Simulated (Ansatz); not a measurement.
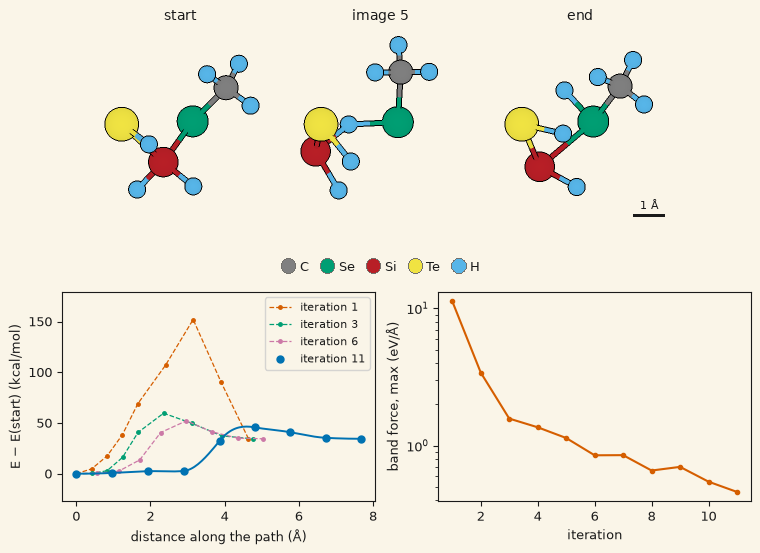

A search for the minimum-energy path of CH$_{6}$SeSiTe by the nudged elastic band. Images are numbered from 0 (start) to 8 (end). The plot follows the band through its iterations. Style: ball-and-stick. Shown from a free direction.

Method: Ansatz 0.2.0, RKS revPBE/def2-SVP. Set-up: 7 movable images; climbing image; force threshold 0.5 eV/Å; iteration limit 60; starting path through a guess of the saddle point.

Did the band converge, and can the barrier be trusted?

The run is converged, with reservations. The band converged in 11 iterations. The largest component of the band force went from 11 to 0.46 eV/Å. The climbing image converged on the top of the path. Its curvatures weren't checked. The force threshold is loose. The first iteration put the highest image at 152.0 kcal/mol. The energy climbs by 45.6 kcal/mol to image 5 and then falls by 11.2 kcal/mol, so the end point sits at +34.4 kcal/mol.
